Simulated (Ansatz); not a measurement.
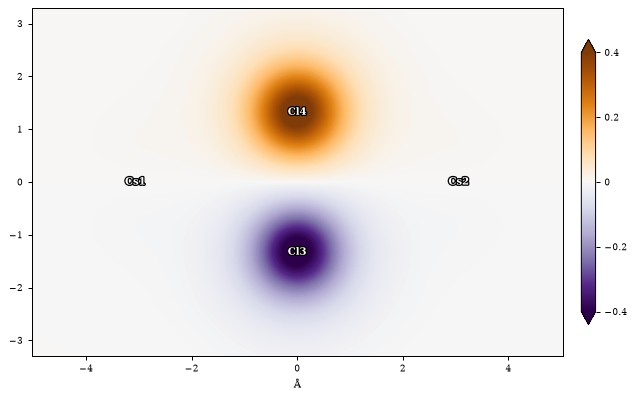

*Cl₂Cs₂ (charge +1, doublet). The HOMO−1 (α) on a plane 0.8 Å above the molecular plane (values in Å⁻³ᐟ²; the overall sign is arbitrary).*

Geometry: r2SCAN-D4/def2-TZVP; core potentials replace the inner electrons of Cs.

These are results of UKS PBE0-D4/def2-TZVP (Ansatz), not measurements.

### Where does this orbital lie, and at what energy?

It lies mainly on Cl4 (about 50 %) and Cl3 (about 50 %); it changes sign across the molecular plane (π type); it is gerade (even under inversion). Its energy is −11.04 eV.
